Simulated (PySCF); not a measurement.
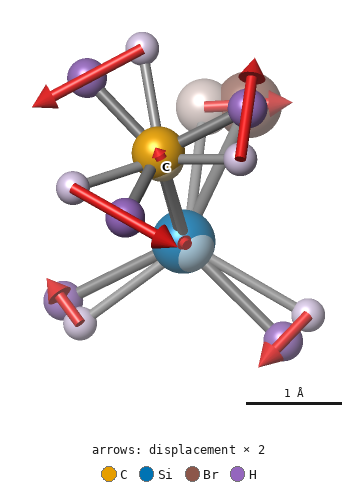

A relaxation of CH5BrSi. The starting structure is drawn faded, the final one solid; red arrows show the displacements, magnified 2 times. The two geometries are superimposed by the best rigid fit.

A ball-and-stick model, seen from a free direction.

The start comes from GFN2-xTB. Its atoms were then displaced at random by about 0.03 Å.

The calculation used PySCF 2.14.0, density-fitted response routines, PBE0-D3(BJ)/def2-SVP geometry optimisation, gas phase. 

> Atoms of which element are displaced furthest, and by how much?

Hydrogen: up to 0.68 Å, against 0.47 Å for bromine.

> Describe the change and its energy.

Over 14 geometry steps the energy falls by 42.4 kJ/mol. The atom that moves furthest after the best rigid fit is an H atom (0.68 Å). Largest moves by element: H 0.68 Å, Br 0.47 Å, Si 0.07 Å, C 0.07 Å. Some distances before and after: C–H 1.188 → 1.101 Å, C–Si 1.801 → 1.867 Å, C–H 1.035 → 1.100 Å, C–H 1.135 → 1.101 Å. Bond angles that change, for instance: H–C–H 101.0° → 108.7°, H–C–H 102.7° → 108.3°, Br–Si–H 102.1° → 107.4°. Groups turn about C–Si by about 50°. Cost: 62 s on 1 thread of Arm Neoverse N1 (shared host).
